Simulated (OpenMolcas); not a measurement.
```
&GATEWAY
Basis set
Fe.ANO-RCC-VTZP.
Fe1 0.0 0.0 0.0 Angstrom
End of basis
Basis set
F.ANO-RCC-VDZP.
L1 2.151000 0.000000 0.000000 Angstrom
L2 0.000000 2.151000 0.000000 Angstrom
L3 0.000000 0.000000 2.151000 Angstrom
End of basis
Basis set
K.EMB-AIMP.Lopez-Moraza.0s.0s.ECP.KCdF3.
PseudoCharge
* 16 symmetry-unique lattice sites within 7.6 angstrom
End of basis
Basis set
Cd.EMB-AIMP.Lopez-Moraza.0s.0s.ECP.KCdF3.
PseudoCharge
* 13 symmetry-unique lattice sites within 7.6 angstrom
End of basis
Basis set
F.EMB-AIMP.Lopez-Moraza.0s.0s.ECP.KCdF3.
PseudoCharge
* 27 symmetry-unique lattice sites within 7.6 angstrom
End of basis
Symmetry
XYZ
AngMom=0.0 0.0 0.0
AMFI
RICD
XField
1533 Angstrom 0
* Evjen-weighted lattice charges
&SEWARD
&RASSCF
FileOrb=start.orb
Symmetry=1
Spin=6
nActEl=5 0 0
Inactive=18 21
Ras2=5 0
CIRoot=1 1 1
SDav=1
CIMx=300
Iter=150 100
PrWF=0.3
OrbListing=Nothing
MaxOrb=0
LevShft=1.0
>>> COPY $Project.JobIph JOB001
&RASSCF
FileOrb=start.orb
Symmetry=1
Spin=4
nActEl=5 0 0
Inactive=18 21
Ras2=5 0
CIRoot=24 24 1
SDav=24
CIMx=300
Iter=150 100
PrWF=0.3
OrbListing=Nothing
MaxOrb=0
LevShft=1.0
>>> COPY $Project.JobIph JOB002
&RASSCF
FileOrb=start.orb
Symmetry=1
Spin=2
nActEl=5 0 0
Inactive=18 21
Ras2=5 0
CIRoot=75 75 1
SDav=75
CIMx=300
Iter=150 100
PrWF=0.3
OrbListing=Nothing
MaxOrb=0
LevShft=1.0
>>> COPY $Project.JobIph JOB003
&RASSI
NrOfJobIphs=3 1 24 75
1
1 2 3 4 5 6 7 8 9 10 11 12 13 14 15 16 17 18 19 20 21 22 23 24
1 2 3 4 5 6 7 8 9 10 11 12 13 14 15 16 17 18 19 20 21 22 23 24 25 26 27
28 29 30 31 32 33 34 35 36 37 38 39 40 41 42 43 44 45 46 47 48 49 50 51
52 53 54 55 56 57 58 59 60 61 62 63 64 65 66 67 68 69 70 71 72 73 74 75
IphNames
JOB001
JOB002
JOB003
EJob
SpinOrbit
DIPRint=1.0
SOCoupling=1000.0
Subsets=2
Property=9
'ANGMOM' 1 'ANGMOM' 2 'ANGMOM' 3 'MLTPL  1' 1 'MLTPL  1' 2 'MLTPL  1' 3
'AMFI' 1 'AMFI' 2 'AMFI' 3
SOProperty=3
'ANGMOM' 1 'ANGMOM' 2 'ANGMOM' 3
>>> COPY JOB001 $Project.JobIph
&CASPT2
Multistate=1 1
Frozen=5 6
IPEA=0.25
Imaginary=0.1
MaxIter=60
WThr=0.0 0.3 0.05
PrWF=0.5
NoMix
>>> COPY JOB002 $Project.JobIph
&CASPT2
Multistate=24 1 2 3 4 5 6 7 8 9 10 11 12 13 14 15 16 17 18 19 20 21 22
23 24
NoMult
Frozen=5 6
IPEA=0.25
Imaginary=0.1
MaxIter=60
WThr=0.0 0.3 0.05
PrWF=0.5
NoMix
>>> COPY JOB003 $Project.JobIph
&CASPT2
Multistate=75 1 2 3 4 5 6 7 8 9 10 11 12 13 14 15 16 17 18 19 20 21 22
23 24 25 26 27 28 29 30 31 32 33 34 35 36 37 38 39 40 41 42 43 44 45 46
47 48 49 50 51 52 53 54 55 56 57 58 59 60 61 62 63 64 65 66 67 68 69 70
71 72 73 74 75
NoMult
Frozen=5 6
IPEA=0.25
Imaginary=0.1
MaxIter=60
WThr=0.0 0.3 0.05
PrWF=0.5
NoMix
```

Launched with:
```bash
OMP_NUM_THREADS=1 MOLCAS_MEM=2457 MOLCAS_PROJECT=a pymolcas a.inp > a.log  # once for each step of the input, in one work folder
```

The CASPT2 energies were then put on the diagonal of the RASSI spin-orbit matrix.

Level of the calculation: state-averaged SS-CASPT2, IPEA shift 0.25, imaginary shift 0.1 hartree, closed shells 3s 3p correlated, active space 5 electrons in the shell 3d, basis ANO-RCC-VTZP on the metal and ANO-RCC-VDZP on the ligands, DKH2 scalar Hamiltonian, spin-orbit coupling by RASSI with atomic mean-field integrals (OpenMolcas). Powder susceptibility by Van Vleck's formula.

Fe³⁺ (3d⁵) as a dopant in KCdF₃, a cluster with its 6 nearest F⁻ at 2.151 Å (octahedron) embedded in model potentials and point charges; the geometry was set, not optimised. The cluster and the levels that result:

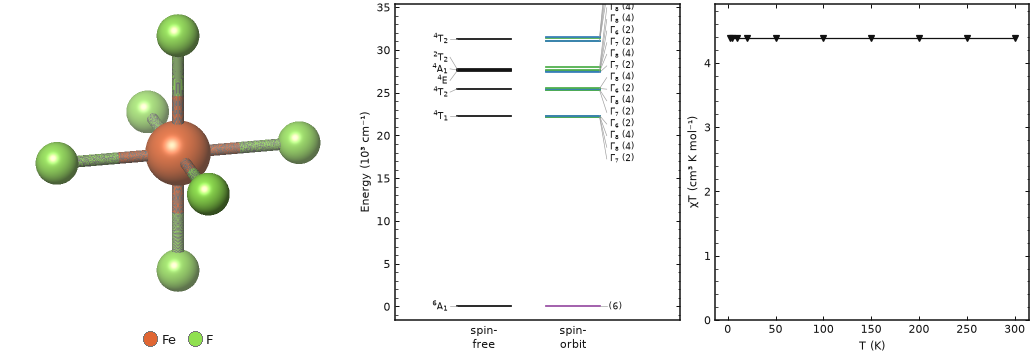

Labels give the representation in O, Td, D4 or D3 as the site allows (double group for half-integer spin) where it could be assigned and, in brackets, the degeneracy; spin-free states, where drawn, share the zero of the spin-orbit levels.

The ground level is 6-fold degenerate, 100 % from states of spin multiplicity 6. The next level lies at 22,100 cm⁻¹ (Γ₇). The lowest spin-free state is ⁶A₁, from the free-ion S term. χT is 4.38 cm³ K mol⁻¹ at 2 K and 4.38 at 300 K, an effective moment of 5.92 μB.

Limits of the model: small active space favours high spin, ground spin may be wrong; the geometry is set by hand, with no relaxation and no charge compensation.
